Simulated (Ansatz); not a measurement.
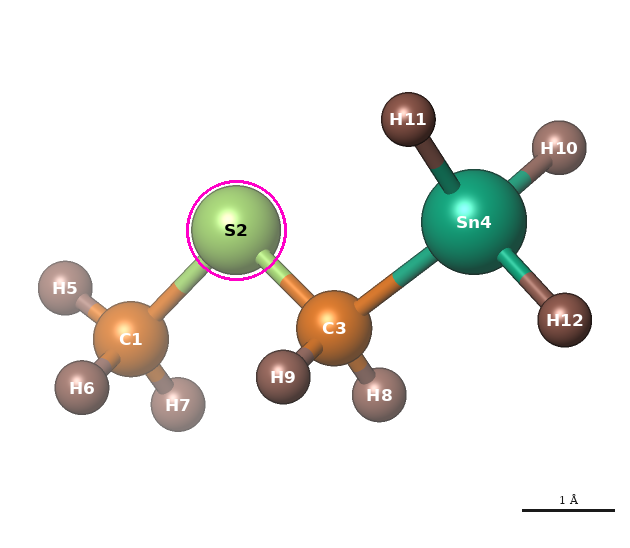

Orthographic view. Distant atoms are faded towards the background colour. The computed structure is the end point of a PBE0-D4/def2-TZVP optimisation. No frequency run is at hand to confirm it as a minimum.

> Which atoms are bonded to the circled atom?

The circled atom is S2; it is bonded to C1, C3.

> Which two atoms are farthest apart in space?

H5 and H12, 6.84 Å.

> Of Sn4 and H10, which is nearer the viewer?

Sn4; the bond to H10 points away from the viewer, so it looks shorter than its 1.70 Å.

> What is the shortest path along bonds from the circled atom to H10?

S2–C3–Sn4–H10, 3 bonds; through space the two are 3.73 Å apart.
